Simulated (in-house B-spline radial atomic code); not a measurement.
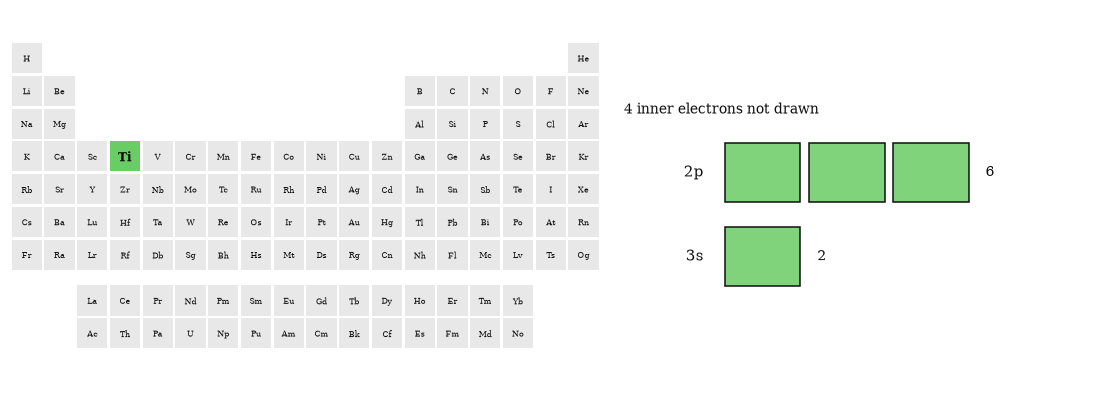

Figure 1. Left, the place of titanium in the periodic table; right, the outer shells of the closed core: a box for each of the 2l + 1 orbitals, shaded by the share of the shell that is filled, with the electron count at the right.

## Run report: Ti⁸⁺, many-body perturbation calculation

System: Ti⁸⁺, core [Ne] 3s2.
Method: configuration interaction of two valence electrons with many-body perturbation theory for the core (screened one- and two-electron correlation potentials), Breit and QED, no-pair Dirac, B-spline basis (in-house B-spline radial atomic code).

### The input
```
basis_form = 3
Z = 22
core_configuration = [Ne] 3s2
rms_radius = 3.5921
mass_number = 48
speed_of_light = 137.035999084
box_radius = 9.0
lmax = 6
intervals = 62
virtual_cutoff = 968.0
```

Hardware: 1 CPU thread, shared host.

Launched within a batch (the task file carries these settings):
```bash
python <driver script> task.json out
```

The program writes its results to a structured record and prints no log; tables and figures of this report are taken from that record.

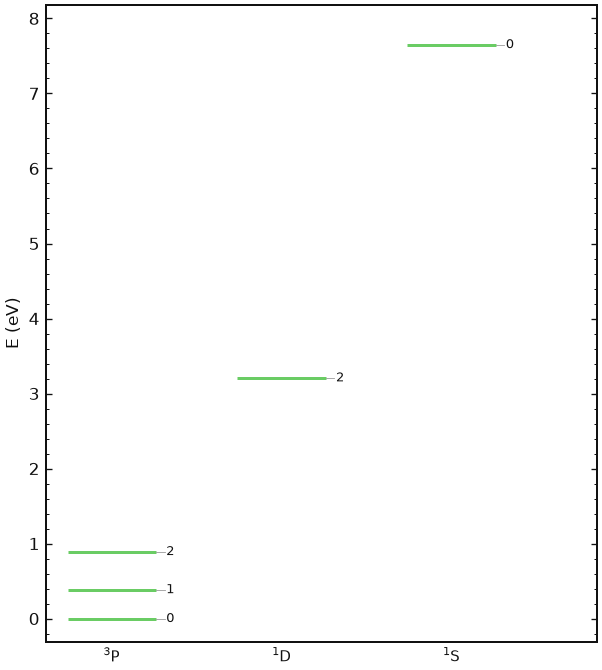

Figure 2. Levels of Ti⁸⁺, two electrons outside the core [Ne] 3s². CI+MBPT: configuration interaction in the frozen-core Dirac–Hartree–Fock potential with screened core-valence correlation, Breit and QED terms; computed with a B-spline radial code. The lowest level is 3p² ³P₀. The first excited level, 3p² ³P₁, lies at 0.385 eV. The ground term spreads over 0.893 eV in the order J = 0, 1, 2, a normal multiplet. All levels drawn have even parity, so no electric dipole line joins them. The ionisation energy is 192.3 eV, against 191.1 eV from CI without core-valence correlation and a semi-empirical value of 192.1 eV.

| Level | E (eV) |
| --- | --- |
| 3p² ³P₀ | 0 |
| 3p² ³P₁ | 0.3853 |
| 3p² ³P₂ | 0.8934 |
| 3p² ¹D₂ | 3.209 |
| 3p² ¹S₀ | 7.650 |

### Results in brief

```
 quantity      value
  outcome  converged
wall time    2.3 min
```

### Notes

Caveats: the outer s2 shell is a soft core here, levels are rough.
